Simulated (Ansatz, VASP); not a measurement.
# Cross-check of GaSb between VASP and Ansatz, part 2 of 2

Aim: how closely do two programs agree when they are given the same cell, functional and k mesh?

VASP 6.6.1 and Ansatz 0.2.0.

So far. Step 2 (VASP: band structure, PBE, spin-orbit coupling): The run ends at a pressure of 3.05 GPa.

The database entry behind the starting cell differs from later determinations by our own check (about 0.4 % long), so it need not match the best structure at ambient conditions.

### 3. Ansatz: band structure, PBE, spin-orbit coupling

Level of this step: Ansatz beside VASP: Kohn-Sham DFT, plane waves, PBE, spin-orbit coupling (Ansatz).

Ansatz runs on its fully relativistic PAW (standard-fr) files.

The same cell, functional, mesh and smearing now go to Ansatz, which takes its cutoff from its data sets.

input.yaml reads:

```yaml
crystal:
  lattice:
    - [0.0, 3.059, 3.059]
    - [3.059, 0.0, 3.059]
    - [3.059, 3.059, 0.0]
  atoms:
    - { symbol: Ga, position: [0.0, 0.0, 0.0] }
    - { symbol: Sb, position: [0.25, 0.25, 0.25] }
hamiltonian:
  xc: pbe
  pseudopotentials: { kind: paw_fr }
magnetization:
  noncollinear: true
  spin_orbit: true
kpoints:
  mp_grid: { grid: [4, 4, 4] }
  band_path:
    path:
      - [0.0, 0.0, 0.0]
      - [0.18182, 0.0, 0.18182]
      - [0.36364, 0.0, 0.36364]
      - [0.5, 0.0, 0.5]
      - [0.5, 0.09091, 0.59091]
      - [0.5, 0.18182, 0.68182]
      - [0.5, 0.25, 0.75]
      - [0.45455, 0.29545, 0.75]
      - [0.40909, 0.34091, 0.75]
      - [0.375, 0.375, 0.75]
      - [0.20455, 0.20455, 0.40909]
      - [0.06818, 0.06818, 0.13636]
      - [0.04545, 0.04545, 0.04545]
      - [0.22727, 0.22727, 0.22727]
      - [0.40909, 0.40909, 0.40909]
      - [0.51136, 0.47727, 0.51136]
      - [0.55682, 0.38636, 0.55682]
      - [0.60227, 0.29545, 0.60227]
      - [0.61364, 0.25, 0.63636]
      - [0.56818, 0.25, 0.68182]
      - [0.51136, 0.25, 0.73864]
      - [0.5, 0.29545, 0.70455]
      - [0.5, 0.38636, 0.61364]
      - [0.5, 0.47727, 0.52273]
      - [0.47727, 0.47727, 0.54545]
      - [0.43182, 0.43182, 0.63636]
      - [0.38636, 0.38636, 0.72727]
      - [0.60227, 0.20455, 0.60227]
      - [0.55682, 0.11364, 0.55682]
      - [0.5, 0.0, 0.5]
    npoints: 1
scf:
  occupations: { method: gaussian, width: 0.01 }
  n_extra_bands: 14
output:
  forces: true
  stress: true
  eigenvalues: true
```

The run is started by

```sh
ansatz run input.yaml --threads 2 --pin off --max-ram 4608MiB --backend cpu --events-out ev --progress --plain --runs-dir out
```

Numbers of over 12 decimals in the logs are rounded to 6 here.

The program printed:

```text
scf.n_extra_bands = 14 over 28 filled bands (N_el = 28.0): the run solves 42 bands
Engine: ansatz 0.2.0, aarch64-unknown-linux-gnu
Pseudopotentials: kind: paw_fr
Pseudopotential: Ga, paw_fr, valence charge 13, recommended cutoff 420 eV (normal), Ga.paw.azcp#standard-fr
Pseudopotential: Sb, paw_fr, valence charge 15, recommended cutoff 420 eV (normal), Sb.paw.azcp#standard-fr
Functional definition: PBE
  parameter kappa = 0.804
  parameter beta = 0.066725
  exchange = pbe_x(kappa = kappa, mu = beta*pi^2/3)
  correlation = pbe_c(beta = beta)
non-collinear run that drives no moment, with spin-orbit: no starting moment large enough to seed its density (crystal.atoms[].spin), no starting occupations that ask for one, no magnetisation constraint and no magnetic field, so the semilocal B_xc is pinned to zero
Crystal: 2 atoms, lattice volume = 57.249 Å³
Basis set: ecut = 420 eV, 1139 PW (Γ), exchange–correlation on 60×60×60 points (8 copies of the dense FFT grid, shifted against one another)
Bands: 42, of which v1, the nominal top of the filled ones, is band 28 counted from 1 (27 counted from 0)
Symmetry: 24 space group operations + 24 with time reversal
Magnetic group: BNS 216.75 (UNI 1577), of the structure as read, at distance tolerance 3.9e-5 Å
k-points: 8 of 64 (time reversal used)
Projection manifold: j_resolved (fully-relativistic pseudo-atomic orbitals)
Non-local potential: Ga, projectors of the file, l = 0: 2, l = 1: 4, l = 2: 6, l = 3: 2
Non-local potential: Sb, projectors of the file, l = 0: 2, l = 1: 4, l = 2: 4, l = 3: 4
PAW form: soft (Blöchl's): semilocal exchange-correlation on the pseudo side does not see the compensation charge
PAW one-centre angular grid: Ga, 590 points (default); XC on 64 Gauss nodes
PAW one-centre angular grid: Sb, 590 points (default); XC on 96 Gauss nodes
Initial density: superposition of atomic densities (chi_scale 0.1, normalization cell, long waves kept (reshape's long-wave potential 0.00 eV rms))
Initial wavefunctions: pseudopotential atomic-orbital guess
Functional: x = pbe(κ = 0.804, μ = 0.219515), c = pbe(β = 0.066725)
SCF iter   1: F=—  HF=-10270.182531 eV  |F-HF|=—  |Δ(HF+E_count)|=         —  Δρ=2.93e-2  dr2=4.04e-1  dr2_m=0.00e0 (ungated)  ethr=3.10e-3  |M|=0.00e0 ∫|m|=0.00e0 μB  |m|>n=0.0e0 m-floor=0.0e0 τ_xc=0.0e0  β_m=0.30  ⟨swp⟩=7.8  Hψ=1733  notcnv=0  defer=22
preconditioner: auto → Kerker (q_TF=auto, 2.422 Å⁻¹)  [metal: Δε(μ)=0.000 eV  Ē_g=16.981 eV  σ=0.010 eV  W_gap=0.00  n_scr=14 (ndim 8)  ℏωp=20.8 eV  f_vac=0.007  D(μ)=3.53/eV (n_scr^D=26)]
spin=Noncollinear: Kerker preconditioning applied to the charge; magnetization (m_x, m_y, m_z) channels mix plain (no charge-response kernel on spin).
SCF iter   2: F=—  HF=-10270.158265 eV  |F-HF|=—  |Δ(HF+E_count)|=   2.43e-2  Δρ=2.27e-2  dr2=2.73e-1  dr2_m=0.00e0 (ungated)  ethr=1.44e-3  |M|=0.00e0 ∫|m|=0.00e0 μB  |m|>n=0.0e0 m-floor=0.0e0 τ_xc=0.0e0  β_m=0.63  ⟨swp⟩=1.0  Hψ=400  notcnv=0  defer=32
SCF iter   3: F=—  HF=-10270.121598 eV  |F-HF|=—  |Δ(HF+E_count)|=   3.67e-2  Δρ=4.58e-3  dr2=2.30e-2  dr2_m=0.00e0 (ungated)  ethr=9.75e-4  |M|=0.00e0 ∫|m|=0.00e0 μB  |m|>n=0.0e0 m-floor=0.0e0 τ_xc=0.0e0  β_m=0.69  ⟨swp⟩=3.0  Hψ=564  notcnv=0  defer=36
SCF iter   4: F=—  HF=-10270.120321 eV  |F-HF|=—  |Δ(HF+E_count)|=   1.28e-3  Δρ=2.89e-3  dr2=7.27e-3  dr2_m=0.00e0 (ungated)  ethr=8.21e-5  |M|=0.00e0 ∫|m|=0.00e0 μB  |m|>n=0.0e0 m-floor=0.0e0 τ_xc=0.0e0  β_m=0.67  ⟨swp⟩=2.0  Hψ=484  notcnv=0  defer=54
SCF iter   5: F=—  HF=-10270.121651 eV  |F-HF|=—  |Δ(HF+E_count)|=   1.33e-3  Δρ=1.39e-3  dr2=1.78e-3  dr2_m=0.00e0 (ungated)  ethr=2.60e-5  |M|=0.00e0 ∫|m|=0.00e0 μB  |m|>n=0.0e0 m-floor=0.0e0 τ_xc=0.0e0  β_m=0.84  ⟨swp⟩=2.0  Hψ=484  notcnv=0  defer=54
SCF iter   6: F=—  HF=-10270.123538 eV  |F-HF|=—  |Δ(HF+E_count)|=   1.89e-3  Δρ=4.19e-4  dr2=1.13e-4  dr2_m=0.00e0 (ungated)  ethr=6.34e-6  |M|=0.00e0 ∫|m|=0.00e0 μB  |m|>n=0.0e0 m-floor=0.0e0 τ_xc=0.0e0  β_m=0.82  ⟨swp⟩=2.6  Hψ=425  notcnv=0  defer=54
SCF iter   7: F=—  HF=-10270.123743 eV  |F-HF|=—  |Δ(HF+E_count)|=   2.05e-4  Δρ=1.20e-4  dr2=6.14e-6  dr2_m=0.00e0 (ungated)  ethr=4.03e-7  |M|=0.00e0 ∫|m|=0.00e0 μB  |m|>n=0.0e0 m-floor=0.0e0 τ_xc=0.0e0  β_m=0.91  ⟨swp⟩=2.0  Hψ=564  notcnv=0  defer=54
SCF iter   8: F=—  HF=-10270.123774 eV  |F-HF|=—  |Δ(HF+E_count)|=   3.11e-5  Δρ=2.45e-5  dr2=3.49e-7  dr2_m=0.00e0 (ungated)  ethr=2.19e-8  |M|=0.00e0 ∫|m|=0.00e0 μB  |m|>n=0.0e0 m-floor=0.0e0 τ_xc=0.0e0  β_m=0.95  ⟨swp⟩=2.0  Hψ=430  notcnv=0  defer=54
SCF iter   9: F=-10270.123775 eV  HF=-10270.123775 eV  |F-HF|=1.06e-7  |Δ(HF+E_count)|=   1.44e-6  Δρ=6.76e-6  dr2=5.77e-8  dr2_m=0.00e0 (ungated)  ethr=3.57e-10  |M|=0.00e0 ∫|m|=0.00e0 μB  |m|>n=0.0e0 m-floor=0.0e0 τ_xc=0.0e0  ⟨swp⟩=12.0  Hψ=1727  notcnv=0
SCF 1 converged in 9 iterations: F = -10270.123775 eV  dr2 = 5.77e-8
  greatest PAW one-centre occupation: 0.995 electrons in one spin orbital (limit 2), on the Sb atom at site 1 (counted from 0), in its partial waves of l = 2
NSCF: frozen V_eff on 30 k-points
SCF converged after 9 iterations
Magnetization: |M| = 0.0000 μB,  M = (+0.0000, +0.0000, +0.0000) μB
Absolute magnetization: 0.0000 μB (∫|m|)
  site 0: m = (+0.0000, +0.0000, +0.0000) μB, |m| = 0.0000 μB  (R = 1.09 Å)
  site 1: m = (+0.0000, +0.0000, +0.0000) μB, |m| = 0.0000 μB  (R = 1.09 Å)
Free energy (F): -10270.123775 eV
Harris-Foulkes:  -10270.123775 eV  (|F-HF|=1.06e-7)
Internal energy: -10270.123599 eV  (E = F + TS)
E sigma→0 (E₀):  -10270.123687 eV
Entropy (-TS):   -0.000176 eV (-0.088 meV/atom)
Fermi energy:    7.971446 eV
--- Per-component energies (eV) ---
  E_band       = -259.133342
  E_kinetic    = 323.850792
  E_local      = -3915.796247  (includes V_loc(G=0)·N_el)
  E_nonlocal   = 787.972048
  E_hartree    = 1803.433345
  E_xc         = -207.648209
  E_vxc        = -154.296523  (∫ρ·V_xc dr)
  E_paw        = -6568.016093  (= ΣΔE_a)
  E_vpaw       = -907.729603  (= ΣTr[D̂ρ^β])
  E_aug_tail   = -0.000097  (compensation charges beyond the density's cutoff)
  E_ewald      = -2493.919138
  E_smearing   = -0.000176  (= −TS)
  E_closure    = -0.000000  (closes the sum)
  Σ components = -10270.123775   (vs F -10270.123775, Δ=0.00e0)
--- Forces (eV/Å), atoms counted from 1 ---
  atom   1  Ga     0.00000000    -0.00000000     0.00000000
  atom   2  Sb    -0.00000000     0.00000000     0.00000000
  max |Σ_I F_I| component: 3.70e-17 eV/Å
--- Stress (GPa, compression-positive) ---
        3.123619       0.000000      -0.000000
        0.000000       3.123619       0.000000
        0.000000       0.000000       3.123619
  P = ⅓ Tr σ = 3.1236 GPa (31.236 kbar)
--- Band table (eV; the first three rows and the last of 8) ---
  k-point 0: bands = [... 24 lower, 7.7847, 7.7847, 7.9714, 7.9714, 7.9714, 7.9714, 10.3712, 10.3712, ... 10 higher]
  k-point 1: bands = [... 24 lower, 6.8163, 6.8163, 7.2407, 7.2409, 8.5537, 8.5537, 11.2917, 11.2917, ... 10 higher]
  k-point 2: bands = [... 24 lower, 6.3719, 6.3719, 6.7808, 6.7808, 8.1509, 8.1509, 11.4313, 11.4313, ... 10 higher]
  k-point 7: bands = [... 24 lower, 4.1952, 4.5210, 4.6281, 4.6443, 11.2031, 11.5884, 12.0668, 12.1022, ... 10 higher]
```

The job ended after 8.2 s (2 threads of Arm Neoverse V1, shared host; peak memory 0.46 GiB; 16 s of CPU time).

### 4. Comparison

Known differences besides the PAW data sets themselves: spin-orbit coupling enters by fully relativistic files in Ansatz and inside the spheres in VASP; the cutoff is 420 eV in Ansatz and 430 eV in VASP. Total energies have different zeros and are not compared.

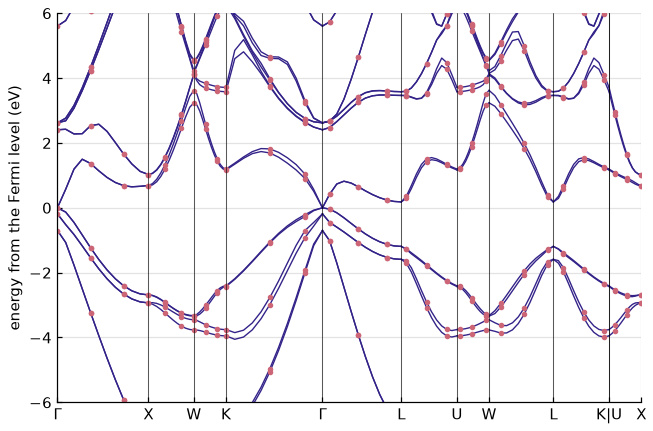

Bands from VASP (lines) and levels from Ansatz (dots). Dots without a line are higher empty bands that the VASP plot leaves out.

Levels from 3 eV below to 2 eV above the Fermi level differ by 4 meV r.m.s. and 13 meV at most; each VASP level is matched to the nearest of Ansatz, which flatters the figure a little.

### 5. What came out

| Quantity | Value |
| --- | --- |
| r.m.s. difference of levels near the Fermi level (band structure, PBE, spin-orbit coupling) | 4.3 meV |

The r.m.s. difference of levels near the Fermi level is 4.3 meV (band structure, PBE, spin-orbit coupling), within the 80 meV picked in this series as the mark of a large difference. Differences of this kind measure data sets and numerical settings, not the functional's error against experiment.

[Lines on the potential files, build, host, timing and source positions are cut from VASP's logs without a mark.]

[Logs are printed without paths, hosts, clocks, repeated set-up lines and the standing remarks that a program may print on its own settings, such as how far it seeks lower states.]

[Hosts, paths, dates, database ids (printed as entryN), source tags and the programs' standing remarks are cut or masked in the printed files.]
